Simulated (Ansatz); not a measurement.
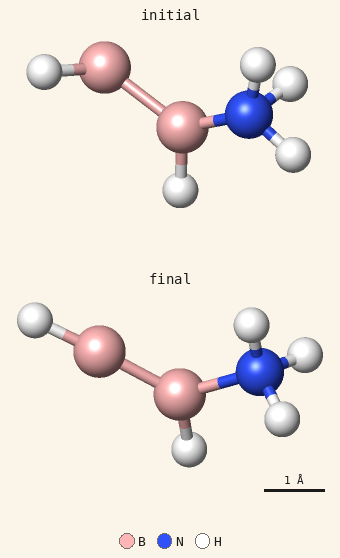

The structure of B2NH5 before (top) and after (bottom) a relaxation, at one scale.

A ball-and-stick model, seen at a tilt.

It is one of the separated reactants of a reaction.

These are results of RKS PBE-D4/def2-SVP in Ansatz 0.2.0, not measurements. (force threshold 0.03 eV/Å; at most 250 steps)

Q: Summarise the run.

A: After 7 geometry steps the energy has fallen by 2.316 eV. The largest force component goes from 4.8 to 0.02 eV/Å. A B atom moves most after the best rigid fit: 0.55 Å. Largest moves by element: B 0.55 Å, H 0.38 Å, N 0.24 Å. Among the contacts that change: B–N 1.391 → 1.588 Å, B–B 1.664 → 1.539 Å, H–N 1.006 → 1.030 Å, B–H 1.210 → 1.222 Å. Among the angles between lasting bonds that change: B–B–H 122.2° → 176.9°, H–N–H 77.0° → 106.9°, H–N–H 83.7° → 106.1°. Cost: 7 s on 2 threads of Arm Neoverse V1 (shared host).
